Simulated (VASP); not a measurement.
Band structure of LiF (rock salt). Computed with LDA (Ceperley-Alder, Perdew-Zunger), VASP's LDA PAW potentials (set 64) (plane waves; VASP).

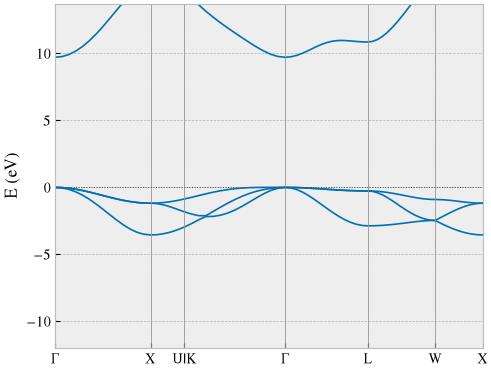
*Bands along high-symmetry lines, zero at the valence-band maximum or, without a gap, the Fermi level*

Q: Read the plot: is there a gap, and where are the band edges?

A: The gap is direct, 9.71 eV, from the valence maximum at Γ to the conduction minimum at Γ. (Edges off the drawn lines would not show.)

Measured: gap 15.35 eV (computed value off by -5.64 eV), as given by Wei Chen et al., Physical Review Materials (2018), doi:10.1103/physrevmaterials.2.073803 [zero-point renormalisation of 1.15 eV added back (the table's ZPR column)].

The compound is LiF in the rock salt structure. It was relaxed first, which changed the volume by -9 %.
